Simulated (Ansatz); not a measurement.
Rock-salt EuN was calculated with HSE06 in Ansatz (PAW).

Numerical settings: plane-wave cutoff 460 eV, 10×10×10 k mesh, Fermi–Dirac smearing 0.01 eV, spin-polarised with parallel moments, scalar-relativistic PAW data made under PBE.

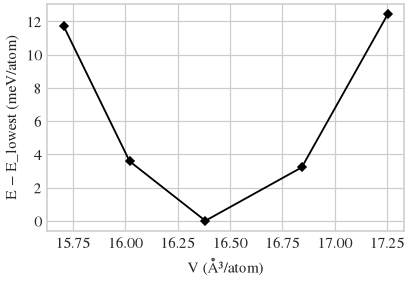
Total energy against volume

Question: From the curve, estimate the equilibrium volume and the bulk modulus.

Answer: V0 ≈ 16.4 Å³/atom and B0 ≈ 110 GPa; the fit gives V0 = 16.433 Å³/atom, B0 = 107 GPa, B′ = 4.9.

Note: the magnetic order was assumed, not searched for or taken from measurement; the state of the 4f shell is in doubt.

Spin–orbit coupling is not included; it can open a gap where bands touch, and shift volumes and moduli.

Static lattice: no zero-point or thermal effects.

Ansatz is a program for electronic structure.
